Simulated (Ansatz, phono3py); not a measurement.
# SrCl2 (Fm-3m): solver, mesh and scattering choices in phono3py

Aim: with force constants in hand, see how mesh, solver, isotopes and boundaries change the conductivity of SrCl2.

Measurements to reproduce:
- thermal conductivity 2.3 W/m/K near room temperature (given in “Predicting the lattice thermal conductivity of solids by solving the Boltzmann transport equation: AFLOW - AAPL an automated, accurate and efficient framework”, 2017, arXiv:1611.05481)

Main program and level: phono3py 4.10.0; DFT RPBE, scalar-relativistic, plane waves, PAW; phono3py on Ansatz's force constants.

## Step 1: Set-up

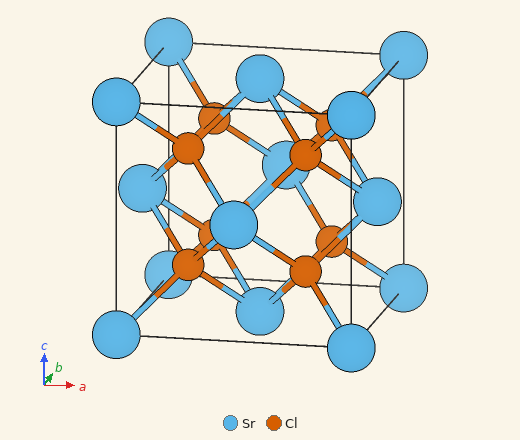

The starting structure, seen slightly off an axis (strontium blue, chlorine orange). This picture shows the conventional cell, with its axes. Some periodic images of atoms are drawn too.

Coordinates:

```cif
data_structure
_symmetry_space_group_name_H-M 'Fm-3m'
_symmetry_Int_Tables_number 225
_cell_length_a 7.1815
_cell_length_b 7.1815
_cell_length_c 7.1815
_cell_angle_alpha 90.000
_cell_angle_beta 90.000
_cell_angle_gamma 90.000
_cell_volume 370.38
loop_
_atom_site_label
_atom_site_type_symbol
_atom_site_symmetry_multiplicity
_atom_site_Wyckoff_symbol
_atom_site_fract_x
_atom_site_fract_y
_atom_site_fract_z
_atom_site_occupancy
Sr1 Sr 4 a 0.00000 0.00000 0.00000 1
Cl1 Cl 8 c 0.25000 0.75000 0.75000 1
```

## Step 2: Relaxation-time solution

The base run: each mode relaxes on its own with natural isotopes, and rates are split into normal and umklapp parts.

phono3py.yaml

```yaml
phono3py:
  version: "4.10.0"
  frequency_unit_conversion_factor: 15.633302
  symmetry_tolerance: 1.00000e-05

physical_unit:
  atomic_mass: "AMU"
  length: "angstrom"

space_group:
  type: "Fm-3m"
  number: 225
  Hall_symbol: "-F 4 2 3"

primitive_matrix:
- [  1.000000000000000,  0.000000000000000,  0.000000000000000 ]
- [  0.000000000000000,  1.000000000000000,  0.000000000000000 ]
- [  0.000000000000000,  0.000000000000000,  1.000000000000000 ]

supercell_matrix:
- [   2,   0,   0 ]
- [   0,   2,   0 ]
- [   0,   0,   2 ]

# [primitive_cell block left out]
unit_cell:
  lattice:
  - [     0.000000000000000,     3.590749273500000,     3.590749273500000 ] # a
  - [     3.590749273500000,     0.000000000000000,     3.590749273500000 ] # b
  - [     3.590749273500000,     3.590749273500000,     0.000000000000000 ] # c
  points:
  - symbol: Sr # 1
    coordinates: [  0.000000000000000,  0.000000000000000,  0.000000000000000 ]
    mass: 87.620000
    reduced_to: 1
  - symbol: Cl # 2
    coordinates: [  0.250000000000000,  0.250000000000000,  0.250000000000000 ]
    mass: 35.450000
    reduced_to: 2
  - symbol: Cl # 3
    coordinates: [  0.750000000000000,  0.750000000000000,  0.750000000000000 ]
    mass: 35.450000
    reduced_to: 3

# [supercell block left out]
phonon_supercell_matrix:
- [   4,   0,   0 ]
- [   0,   4,   0 ]
- [   0,   0,   4 ]

# [phonon_primitive_cell block left out]
# [phonon_supercell block left out]
nac:
  born_effective_charge:
  - # 1 (Sr)
    - [  2.511764927721853,  0.000000000000000,  0.000000000000000 ]
    - [  0.000000000000000,  2.511764927721853,  0.000000000000000 ]
    - [  0.000000000000000,  0.000000000000000,  2.511764927721853 ]
  - # 2 (Cl)
    - [ -1.255882463860927,  0.000000000000000,  0.000000000000000 ]
    - [  0.000000000000000, -1.255882463860927,  0.000000000000000 ]
    - [  0.000000000000000,  0.000000000000000, -1.255882463860927 ]
  - # 3 (Cl)
    - [ -1.255882463860927,  0.000000000000000,  0.000000000000000 ]
    - [  0.000000000000000, -1.255882463860927,  0.000000000000000 ]
    - [  0.000000000000000,  0.000000000000000, -1.255882463860927 ]
  dielectric_constant:
    - [  2.743242472506736,  0.000000000000000,  0.000000000000000 ]
    - [  0.000000000000000,  2.743242472506736,  0.000000000000000 ]
    - [  0.000000000000000,  0.000000000000000,  2.743242472506736 ]
  unit_conversion_factor: 14.399645
```

Command:

```bash
$ phono3py phono3py.yaml --mesh 15 15 15 --br --isotope --nu --ts 50 100 150 200 300 400 500 600 800
```

What it wrote:

```text
Rust backend (phonors) using rayon (4 threads).
Running in phono3py.load mode.
Spglib version 2.8.0
----------------------------- General settings -----------------------------
Run mode: conductivity-RTA
HDF5 data compression filter: gzip
Crystal structure was read from "phono3py.yaml".
Supercell (dim): [2 2 2]
Phonon supercell (dim-fc2): [4 4 4]
Primitive matrix:
  [1. 0. 0.]
  [0. 1. 0.]
  [0. 0. 1.]
Spacegroup: Fm-3m (225)
Use -v option to watch primitive cell, unit cell, and supercell structures.
NAC parameters were read from "phono3py.yaml".
fc3 was read from "fc3.hdf5".
fc2 was read from "fc2.hdf5".
----------------------------- Force constants ------------------------------
Max drift of fc3: -0.00000000 (xzx) -0.00000000 (xzx) -0.00000000 (xxz)
Max drift of fc2: 0.00000000 (zz) 0.00000000 (zz)
--------------------------- Calculation settings ---------------------------
Non-analytical term correction (NAC): True
NAC unit conversion factor:  14.39964
BZ integration: Tetrahedron-method
Temperature:  50.0  100.0  150.0  200.0  300.0 ... 800.0
Cutoff frequency: 0.01
Mesh sampling: [ 15 15 15 ]
Generating grid system ... [ 15 15 15 ]
fc3-r2q-transformation over three atoms: True
--------------------------- Phonon calculations ----------------------------
Use NAC by Gonze et al. (no real space sum in current implementation)
  PRB 50, 13035(R) (1994), PRB 55, 10355 (1997)
  G-cutoff distance: 0.92, Number of G-points: 307, Lambda: 0.16
Running harmonic phonon calculations...
-------------------- Lattice thermal conductivity (RTA) --------------------
Running heat capacity calculations...
Running velocity calculations...
Running isotope scattering calculations with tetrahedron method...
======================= Grid point 0 (1/120) =======================
q-point: ( 0.00  0.00  0.00)
Boundary mean free path (millimeter): 1000.000
Mass variance parameters: 6.10e-05 5.83e-04 5.83e-04
Number of triplets: 120
Frequency     group velocity (x, y, z)     |gv|
   0.000   (   0.000    0.000    0.000)    0.000
   0.000   (   0.000    0.000    0.000)    0.000
   0.000   (   0.000    0.000    0.000)    0.000
   3.209   (   0.000    0.000    0.000)    0.000
   3.209   (   0.000    0.000    0.000)    0.000
   3.209   (   0.000    0.000    0.000)    0.000
   4.769   (   0.000    0.000    0.000)    0.000
   4.769   (   0.000    0.000    0.000)    0.000
   4.769   (   0.000    0.000    0.000)    0.000
======================= Grid point 1 (2/120) =======================
q-point: ( 0.07  0.00  0.00)
Boundary mean free path (millimeter): 1000.000
Mass variance parameters: 6.10e-05 5.83e-04 5.83e-04
Number of triplets: 344
Frequency     group velocity (x, y, z)     |gv|
   0.389   ( -13.795   13.795   13.795)   23.894
   0.389   ( -13.795   13.795   13.795)   23.894
   0.583   ( -20.707   20.707   20.707)   35.865
   3.219   (  -0.677    0.677    0.677)    1.172
   3.219   (  -0.677    0.677    0.677)    1.172
   4.754   (   1.119   -1.119   -1.119)    1.938
   4.754   (   1.119   -1.119   -1.119)    1.938
[...]
[117 grid points left out]
======================= Grid point 802 (120/120) =======================
q-point: (-0.27  0.47  0.20)
Boundary mean free path (millimeter): 1000.000
Mass variance parameters: 6.10e-05 5.83e-04 5.83e-04
Number of triplets: 904
Frequency     group velocity (x, y, z)     |gv|
[...]
1.920   ( -12.711   -7.221    0.000)   14.619
   2.027   (   2.004    0.346   -0.000)    2.034
   2.977   (  -0.742   21.497   -0.000)   21.510
   3.166   (   1.473  -19.849    0.000)   19.904
   3.831   (   0.667   26.884   -0.000)   26.893
   4.090   (  -2.201  -25.459    0.000)   25.554
   5.208   (   2.230    2.267   -0.000)    3.180
   5.548   (   1.182   -1.843    0.000)    2.190
=================== End of collection of collisions ===================
----------- Thermal conductivity (W/m-k) with tetrahedron method -----------
#  T(K)        xx         yy         zz         yz         xz         xy
   50.0       6.436      6.436      6.436     -0.000     -0.000      0.000
  100.0       2.912      2.912      2.912     -0.000     -0.000      0.000
  150.0       1.922      1.922      1.922     -0.000     -0.000      0.000
  200.0       1.439      1.439      1.439     -0.000     -0.000      0.000
  300.0       0.959      0.959      0.959     -0.000     -0.000      0.000
  400.0       0.720      0.720      0.720     -0.000     -0.000      0.000
  500.0       0.576      0.576      0.576     -0.000     -0.000      0.000
  600.0       0.480      0.480      0.480     -0.000     -0.000      0.000
  800.0       0.360      0.360      0.360     -0.000     -0.000      0.000

Thermal conductivity related properties were written into
"kappa-m151515.hdf5".
Summary of calculation was written in "phono3py.yaml".
```

Elapsed: 11 s, on 4 threads of Arm Neoverse V1, shared host; peak memory 0.26 GiB; 39 s of CPU time.

This step gave:

- κ at 300 K: 0.9592 W/m/K
- κ xx, yy, zz at 300 K: 0.9592, 0.9592, 0.9592 W/m/K
- normal share of three-phonon scattering at 300 K: 0.45

W/m/K. Kappa, by row:

```
T (K)      xx      yy      zz  yz  xz  xy
   50   6.436   6.436   6.436   0   0   0
  100   2.912   2.912   2.912   0   0   0
  150   1.922   1.922   1.922   0   0   0
  200   1.439   1.439   1.439   0   0   0
  300  0.9592  0.9592  0.9592   0   0   0
  400  0.7196  0.7196  0.7196   0   0   0
  500  0.5758  0.5758  0.5758   0   0   0
  600  0.4799  0.4799  0.4799   0   0   0
  800    0.36    0.36    0.36   0   0   0
```

Table of lattice thermal conductivity, xx by temperature:

```
temperature (K)  lattice thermal conductivity, xx (W/m/K)
             50                                      6.44
            100                                      2.91
            150                                      1.92
            200                                      1.44
            300                                     0.959
            400                                     0.720
            500                                     0.576
            600                                     0.480
            800                                      0.36
```

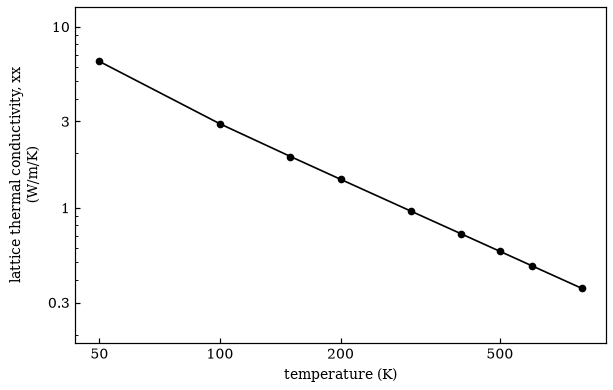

Lattice thermal conductivity, xx against temperature.

The mean scattering rate at 300 K by frequency:

```
frequency (THz)  normal (1/ps)  umklapp (1/ps)
           0.13              -               -
           0.39         0.0864          0.0136
           0.64          0.163           0.055
           0.90          0.272           0.146
           1.16          0.383           0.288
           1.42           0.61           0.705
           1.68          0.564           0.788
           1.93           0.56           0.842
           2.19          0.664           0.961
           2.45          0.655           0.924
           2.71          0.898            1.09
           2.96           1.14            1.25
           3.22           1.16            1.35
           3.48            1.2            1.51
           3.74          0.977            1.47
           3.99           1.06            1.41
           4.25            1.1            1.51
           4.51           1.37            1.77
           4.77            1.5            1.67
           5.03           1.24               2
           5.28           1.57             2.2
           5.54           1.63            2.47
           5.80           1.99            2.14
           6.06            2.3           0.875
```

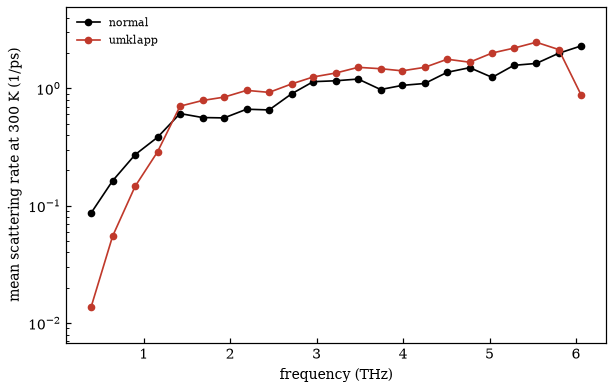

Mean scattering rate at 300 K, plotted against frequency.

The base value at 300 K is 0.959 W/(m K).

The lattice thermal conductivity, xx is 0.959 W/m/K at 300 K, going as T^-1.0 above 200 K.

## Step 3: Two programs, one set of constants

This step: DFT RPBE, scalar-relativistic, plane waves, PAW (Ansatz 0.2.0).

Ansatz's figure includes its coherence part. Comparison, by row:

```
T (K)  Ansatz RTA (W/m/K)  phono3py RTA (W/m/K)  difference (%)
   50               6.773                 6.436           -4.98
  100               3.166                 2.912           -8.02
  150               2.174                 1.922          -11.59
  200                1.69                 1.439          -14.85
  300               1.208                0.9592           -20.6
  400              0.9642                0.7196          -25.37
  500              0.8159                0.5758          -29.43
  600              0.7152                0.4799           -32.9
  800              0.5855                  0.36          -38.51
```

## Step 4: Without isotopes, third order supercell 2×2×2, supercell 4×4×4

Leaving out the isotope term shows how much the natural mass disorder scatters.

This step: DFT RPBE, scalar-relativistic, plane waves, PAW; phono3py on Ansatz's force constants (phono3py 4.10.0).

phono3py.yaml is that of step 2.

Command:

```bash
$ phono3py phono3py.yaml --mesh 15 15 15 --br --ts 50 100 150 200 300 400 500 600 800
```

What it wrote:

```text
[banner, memory and clock lines left out]
Rust backend (phonors) using rayon (4 threads).
Running in phono3py.load mode.
Spglib version 2.8.0
----------------------------- General settings -----------------------------
Run mode: conductivity-RTA
HDF5 data compression filter: gzip
Crystal structure was read from "phono3py.yaml".
Supercell (dim): [2 2 2]
Phonon supercell (dim-fc2): [4 4 4]
Primitive matrix:
  [1. 0. 0.]
  [0. 1. 0.]
  [0. 0. 1.]
Spacegroup: Fm-3m (225)
Use -v option to watch primitive cell, unit cell, and supercell structures.
NAC parameters were read from "phono3py.yaml".
fc3 was read from "fc3.hdf5".
fc2 was read from "fc2.hdf5".
----------------------------- Force constants ------------------------------
Max drift of fc3: -0.00000000 (xzx) -0.00000000 (xzx) -0.00000000 (xxz)
Max drift of fc2: 0.00000000 (zz) 0.00000000 (zz)
--------------------------- Calculation settings ---------------------------
Non-analytical term correction (NAC): True
NAC unit conversion factor:  14.39964
BZ integration: Tetrahedron-method
Temperature:  50.0  100.0  150.0  200.0  300.0 ... 800.0
Cutoff frequency: 0.01
Mesh sampling: [ 15 15 15 ]
Generating grid system ... [ 15 15 15 ]
fc3-r2q-transformation over three atoms: True
--------------------------- Phonon calculations ----------------------------
  PRB 50, 13035(R) (1994), PRB 55, 10355 (1997)
  G-cutoff distance: 0.92, Number of G-points: 307, Lambda: 0.16
Running harmonic phonon calculations...
-------------------- Lattice thermal conductivity (RTA) --------------------
Running heat capacity calculations...
Running velocity calculations...
======================= Grid point 0 (1/120) =======================
q-point: ( 0.00  0.00  0.00)
Boundary mean free path (millimeter): 1000.000
Number of triplets: 120
Frequency     group velocity (x, y, z)     |gv|
   0.000   (   0.000    0.000    0.000)    0.000
   0.000   (   0.000    0.000    0.000)    0.000
   0.000   (   0.000    0.000    0.000)    0.000
   3.209   (   0.000    0.000    0.000)    0.000
   3.209   (   0.000    0.000    0.000)    0.000
   3.209   (   0.000    0.000    0.000)    0.000
   4.769   (   0.000    0.000    0.000)    0.000
   4.769   (   0.000    0.000    0.000)    0.000
   4.769   (   0.000    0.000    0.000)    0.000
======================= Grid point 1 (2/120) =======================
q-point: ( 0.07  0.00  0.00)
Boundary mean free path (millimeter): 1000.000
Number of triplets: 344
Frequency     group velocity (x, y, z)     |gv|
   0.389   ( -13.795   13.795   13.795)   23.894
   0.389   ( -13.795   13.795   13.795)   23.894
   0.583   ( -20.707   20.707   20.707)   35.865
   3.219   (  -0.677    0.677    0.677)    1.172
   3.219   (  -0.677    0.677    0.677)    1.172
   4.754   (   1.119   -1.119   -1.119)    1.938
   4.754   (   1.119   -1.119   -1.119)    1.938
[...]
[117 grid points left out]
======================= Grid point 802 (120/120) =======================
q-point: (-0.27  0.47  0.20)
Boundary mean free path (millimeter): 1000.000
Number of triplets: 904
Frequency     group velocity (x, y, z)     |gv|
[...]
1.920   ( -12.711   -7.221    0.000)   14.619
   2.027   (   2.004    0.346   -0.000)    2.034
   2.977   (  -0.742   21.497   -0.000)   21.510
   3.166   (   1.473  -19.849    0.000)   19.904
   3.831   (   0.667   26.884   -0.000)   26.893
   4.090   (  -2.201  -25.459    0.000)   25.554
   5.208   (   2.230    2.267   -0.000)    3.180
   5.548   (   1.182   -1.843    0.000)    2.190
=================== End of collection of collisions ===================
----------- Thermal conductivity (W/m-k) with tetrahedron method -----------
#  T(K)        xx         yy         zz         yz         xz         xy
   50.0       6.543      6.543      6.543     -0.000     -0.000      0.000
  100.0       2.935      2.935      2.935     -0.000     -0.000      0.000
  150.0       1.933      1.933      1.933     -0.000     -0.000      0.000
  200.0       1.445      1.445      1.445     -0.000     -0.000      0.000
  300.0       0.962      0.962      0.962     -0.000     -0.000      0.000
  400.0       0.721      0.721      0.721     -0.000     -0.000      0.000
  500.0       0.577      0.577      0.577     -0.000     -0.000      0.000
  600.0       0.481      0.481      0.481     -0.000     -0.000      0.000
  800.0       0.360      0.360      0.360     -0.000     -0.000      0.000

Thermal conductivity related properties were written into
"kappa-m151515.hdf5".
Summary of calculation was written in "phono3py.yaml".
```

Elapsed: 8.6 s, on 4 threads; peak memory 0.26 GiB; 29 s of CPU time.

This step gave:

| Item | Value |
| --- | --- |
| κ at 300 K | 0.962 W/m/K |
| κ xx, yy, zz at 300 K | 0.962, 0.962, 0.962 W/m/K |

W/m/K. Kappa, by row:

```
T (K)      xx      yy      zz  yz  xz  xy
   50   6.543   6.543   6.543   0   0   0
  100   2.935   2.935   2.935   0   0   0
  150   1.933   1.933   1.933   0   0   0
  200   1.445   1.445   1.445   0   0   0
  300   0.962   0.962   0.962   0   0   0
  400  0.7212  0.7212  0.7212   0   0   0
  500  0.5768  0.5768  0.5768   0   0   0
  600  0.4806  0.4806  0.4806   0   0   0
  800  0.3604  0.3604  0.3604   0   0   0
```

κ at 300 K goes from 0.959 in the base run to 0.962 W/(m K).

[end of part 1 of 6]

[Logs are printed without paths, hosts, clocks, repeated set-up lines and the standing remarks that a program may print on its own settings, such as how far it seeks lower states.]

[Hosts, paths, dates, database ids (printed as entryN), source tags and the programs' standing remarks are cut or masked in the printed files.]

[A step with changed settings may run another functional than the one named; its input shows which.]

[Pressures of single members of a volume series are the stress at the run's cutoff; with an incomplete basis they can lie off −dE/dV of the same runs, and they are not shown converged.]
